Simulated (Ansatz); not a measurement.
**BH3 (borane): levels of theory compared**

We compute a comparison of 6 runs (PBE0/6-31G*, wB97M-V/6-31G*, UMP2/6-31G*, BCCD(T)/6-31G*, CCSDTQ/6-31G*, CCSD(T)/3-21G) of BH3 (borane). 

Program for the calculation: Ansatz 0.2.0.

54 further runs of the same task are left out: 54 set aside as unsound or not needed.

## (1) The system as given

The species is BH3 (4 atoms), meant as a singlet with charge 0. As SMILES, `B`. The H2–B1 distance was set to 2.387 Å, away from the relaxed value. At this shape a bond of the SMILES string is far longer than usual.

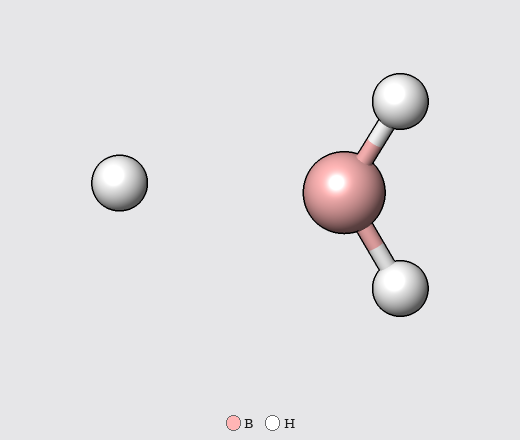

Viewed from a chosen angle; boron pink, hydrogen white.

## (2) A single-point energy at PBE0/6-31G(d) (spherical functions) (run 1)

The input, run.yaml:

```yaml
crystal:
  periodic: [false, false, false]
  atoms:
    - {symbol: B, position_ang: [-0.954418, -0.411907, -0.579010]}
    - {symbol: H, position_ang: [0.982200, 0.381700, 0.568800]}
    - {symbol: H, position_ang: [-1.244518, -1.568607, -0.530910]}
    - {symbol: H, position_ang: [-1.632718, 0.348093, -1.200810]}
basis:
  gaussian:
    orbitals: 6-31G_st_-spherical.json
accuracy: high
hamiltonian:
  xc: {name: PBE0}
```

The basis set 6-31G* is read from a file made from the Basis Set Exchange's data (not shown).

The run is started by

```sh
$ ansatz run run.yaml --threads 1 --pin off --max-ram 2610MiB --events-out events.jsonl --progress --plain --runs-dir runs
```

What it wrote:

```text
Warning: RAYON_NUM_THREADS=1 ignored (pool sized by the plan → 1); use --threads N
Functional definition: PBE0
  name "PBE0"
  parameter a = 0.25
  parameter kappa = 0.804
  parameter beta = 0.06672455060314922
  exchange = (1 - a)*pbe_x(kappa = kappa, mu = beta*pi^2/3) + a*exact_x
  correlation = pbe_c(beta = beta)
414 factors; integrals over basis functions are off by at most 2.8e-9 eV
mean field evaluation 1: about -718.4826 eV, gradient 5.2e0 eV
mean field evaluation 2: about -718.4683 eV, gradient 4.9e0 eV
mean field evaluation 4: about -718.6138 eV, gradient 1.2e-1 eV
mean field evaluation 8: about -718.6088 eV, gradient 2.3e-3 eV
mean field -718.60879134 eV, -26.4083859913 hartree, gradient 6.9e-8 eV, S^2 0.000000; 0 other end points of the search recorded, 0 dependent functions left out
reference -718.60879291 eV, -26.4083860491 hartree; 4, 4 occupied and 16, 16 virtual orbitals, 414 factors
Total energy: -718.60879291 eV, -26.4083860491 hartree
```

Wall time 0.55 s (1 thread of Arm Neoverse V1, shared host).

## (3) The energy at wB97M-V/6-31G(d) (spherical functions) (run 2)

The input, job.yaml:

```yaml
basis:
  gaussian:
    orbitals: 6-31G_st_-spherical.json
crystal:
  periodic: [false, false, false]
  atoms:
    - {symbol: B, position_ang: [-0.954418, -0.411907, -0.579010]}
    - {symbol: H, position_ang: [0.982200, 0.381700, 0.568800]}
    - {symbol: H, position_ang: [-1.244518, -1.568607, -0.530910]}
    - {symbol: H, position_ang: [-1.632718, 0.348093, -1.200810]}
hamiltonian:
  xc: {name: wB97M-V}
accuracy: high
```

The basis set 6-31G* is read from a file made from the Basis Set Exchange's data (not shown).

The run is started by

```sh
$ ansatz run job.yaml --threads 1 --pin off --max-ram 2610MiB --events-out events.jsonl --progress --plain --runs-dir runs
```

What it wrote, cut to the lines that bear on the results:

```text
Warning: RAYON_NUM_THREADS=1 ignored (pool sized by the plan → 1); use --threads N
Functional definition: wB97M-V
  name "wB97M-V"
[...]
  gx(w, u) = 1 - cx + cx01*u + cx10*w
  gss(w, u) = css00 + css04*u^4 + css10*w + css20*w^2 + css43*w^4*u^3
  gos(w, u) = cos00 + cos10*w + (cos20 + cos21*u)*w^2 + (cos60 + cos61*u)*w^6
[...]
      + integral(e_c_pw_mod_opposite_spin*gos(b97_w_opposite, b97_u_opposite)) + vv10(b, c)
414 factors; integrals over basis functions are off by at most 2.8e-9 eV
159 factors; integrals over basis functions are off by at most 1.5e-9 eV
[...]
mean field -718.89372482 eV, -26.4188571036 hartree, gradient 1.7e-8 eV, S^2 0.000000; 0 other end points of the search recorded, 0 dependent functions left out
reference -718.89372744 eV, -26.4188571997 hartree; 4, 4 occupied and 16, 16 virtual orbitals, 414 factors
Total energy: -718.89372744 eV, -26.4188571997 hartree
```

It took 6.9 s on 1 thread of Arm Neoverse V1, shared host; peak memory 0.17 GiB.

Runs 3 to 5 aren't shown in full; the table further down has their settings and results.

## (4) A single-point energy at CCSD(T)/3-21G (run 6)

Changes to run.yaml since step 2:

```diff
@@ -8,6 +8,5 @@
 basis:
-  gaussian:
-    orbitals: 6-31G_st_-spherical.json
+  gaussian: {orbitals: 3-21G.json}
+correlation: {method: ccsd_t, frozen_orbitals: {B: 1, H: 0}}
 accuracy: high
-hamiltonian:
-  xc: {name: PBE0}
+scf: {omitted_lower_state_checks: [cluster_reference, increment]}
```

The basis set 3-21G is read from a file made from the Basis Set Exchange's data (not shown).

The run is started by

```sh
$ ansatz run run.yaml --threads 1 --pin off --max-ram 2610MiB --events-out events.jsonl --progress --plain --runs-dir runs
```

What it wrote:

```text
Warning: RAYON_NUM_THREADS=1 ignored (pool sized by the plan → 1); use --threads N
[... 11 lines left out ...]
1 core orbitals not correlated: weight in the atoms' cores, before any rotation towards them, 1.000 or more for the frozen orbitals, at most 0.000 for the correlated occupied ones
[... 25 lines left out ...]
Total energy: -712.58741729 eV, -26.1871045763 hartree
Checks for a lower state left out: cluster_reference, increment
```

Run time: 0.14 s. Hardware: 1 thread of Arm Neoverse V1, shared host.

## (5) Overview of the runs

```
run                                 level  frozen core orbitals  energy (Eh)  wall time
  1     PBE0/6-31G* (spherical functions)                     –   -26.408386     0.55 s
  2  wB97M-V/6-31G* (spherical functions)                     –   -26.418857      6.9 s
  3     UMP2/6-31G* (spherical functions)                     1   -26.316250     0.16 s
  4  BCCD(T)/6-31G* (spherical functions)                     1   -26.354193     0.22 s
  5   CCSDTQ/6-31G* (spherical functions)                     1   -26.355190      5.1 s
  6                         CCSD(T)/3-21G                     1   -26.187105     0.14 s
```

## (6) Results

| quantity | value |
| --- | --- |
| run 6: total energy | -26.18710 Eh |
| run 6: correlation energy (1 core orbital frozen) | -113.2 mEh |
| run 6: (T) correction | -3.16 mEh |
| run 6: T1 diagnostic | 0.029 |

**Reading.** Totals of different functionals can't be ranked against each other. In runs 4, 5, 6 the log says that unrestricted orbitals would lower the reference, so the values rest on an unstable closed-shell determinant (other closed-shell runs at this shape may share the fault). Spin contamination of the reference: run 3 ⟨S²⟩ = 0.75. Where it is this large, the reference is a mixture of spin states, and values that rest on it are in doubt. All runs together took 13 s, the longest 6.9 s.
